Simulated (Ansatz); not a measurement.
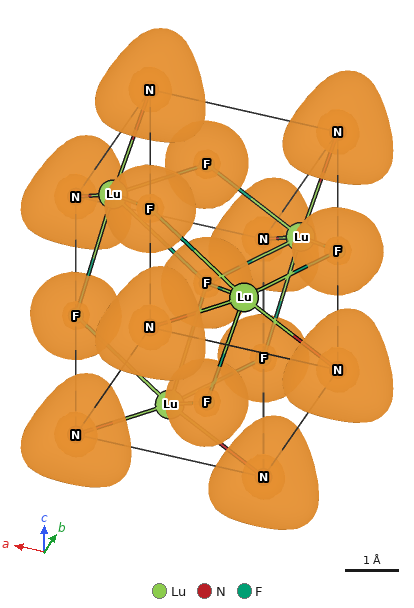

The picture shows: Lu₂NF₃. Isosurface of the ELF at 0.65 (orange), seen at an oblique angle. Core shells and regions of very low density are left out. Sticks mark near contacts.

Space group P-4m2; a generated structure, not necessarily the stable one.

All numbers below come from DFT PBE, scalar-relativistic, plane waves, PAW in Ansatz 0.2.0.

The calculation's input:

```
crystal:
  lattice:
    - [3.8267295599, 0.0, 0.0]
    - [0.0, 3.8267295599, 0.0]
    - [0.0, 0.0, 5.4929732238]
  atoms:
    - { symbol: Lu, position: [0.5, 0.0, 0.2152519334] }
    - { symbol: Lu, position: [0.0, 0.5, 0.7847480666] }
    - { symbol: "N", position: [0.0, 0.0, 0.0] }
    - { symbol: F, position: [0.5, 0.5, 0.0] }
    - { symbol: F, position: [0.5, 0.5, 0.5] }
    - { symbol: F, position: [0.0, 0.0, 0.5] }
basis:
  ecutwfc: 420
kpoints:
  mp_grid: { grid: [8, 8, 6] }
hamiltonian:
  xc: pbe
scf:
  occupations: { method: gaussian, width: 0.02 }
output:
  forces: true
  stress: true
  eigenvalues: true
  write_density: true
  write_potential: true
  elf: true
  volumetric_format: npy
relax:
  adjacent_minimum: "off"
  f_tol: 0.01
  max_steps: 80
  cell: { stress_tol: 0.05 }
```

Command:

```sh
ansatz run input.yaml --threads 1 --pin off --max-ram 2560MiB --backend cpu --events-out ev --progress --plain --runs-dir out
```

Below, planes, directions and counts refer to the conventional cell (a = 3.83 Å, b = 3.83 Å, c = 5.49 Å, α = 90.00°, β = 90.00°, γ = 90.00°).

Q: Describe the localisation domains.

A: At this value the surface marks out three regions wrapped around F (the valence shell of each) and one region wrapped around N (its valence shell), counted in one cell of 6 atoms. Regions shared between cells count once. Profiles from the grid: Lu–F (2.25 Å): the ELF peaks at about 0.80 in the valence shell of F, 0.6 Å from its nucleus, and drops to about 0.10 between the two atoms; no shared electron pair shows on this line. Lu–N (2.25 Å): the ELF peaks at about 0.80 in the valence shell of N, 0.7 Å from its nucleus, and is about 0.20 at the midpoint: no localised pair shows between them.
